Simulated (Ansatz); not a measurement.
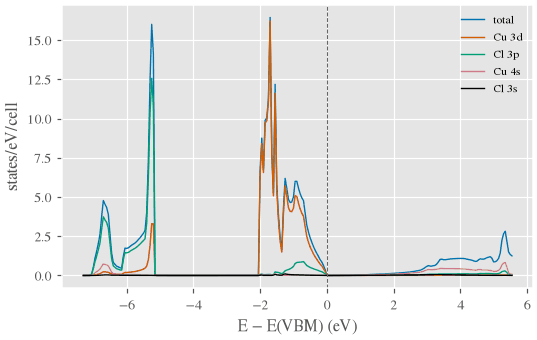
Figure: Total and projected density of states of CuCl (zinc blende, F-43m), PBEsol in the plane-wave PAW code Ansatz

Which orbitals carry the states next to the gap?

Top 1 eV of the valence band: Cu 3d 80 %, Cl 3p 18 %. Bottom 1 eV of the conduction band: Cu 4s 64 %, Cl 3s 20 %, Cl 3p 12 %. Projections are on Löwdin-orthogonalised atomic valence shells; empty p or d shells of many metals are not among them.

Where is the tallest occupied peak in this window, and what makes it?

Near -1.7 eV, about 16 states/eV per cell; the largest projected share is Cu 3d.

The cell was relaxed with PBEsol under the symmetry of its start. The run is not spin-polarised.

Potentials: the later of the program's two PAW sets.
